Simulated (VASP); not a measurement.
Shape and ions are relaxed at each volume.

Energy against volume of ZnS (wurtzite). Computed with PBE GGA with D3 dispersion (zero damping), VASP's PBE PAW potentials (set 64) (plane waves; VASP 6.6.1).

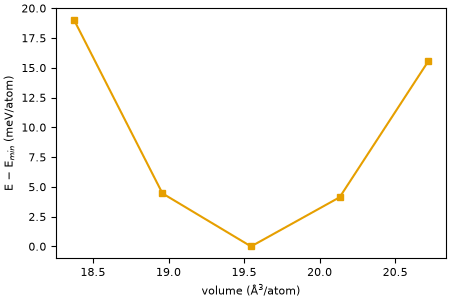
Energy against volume

Q: Estimate the equilibrium volume and the bulk modulus.

A: The minimum lies near 19.5 Å³/atom, and the curvature gives B0 of about 78 GPa.

Measured: bulk modulus 80.0 GPa (computed value off by -2.3 %), as given by Isothermal phase behavior of Ag3SbS3, ZnGeP2, and ZnS (abstract). The calculation is for a static lattice, while the measured bulk modulus holds thermal and zero-point effects, which are part of the difference.

The compound is ZnS in the wurtzite structure, the high-temperature form. It was relaxed first.
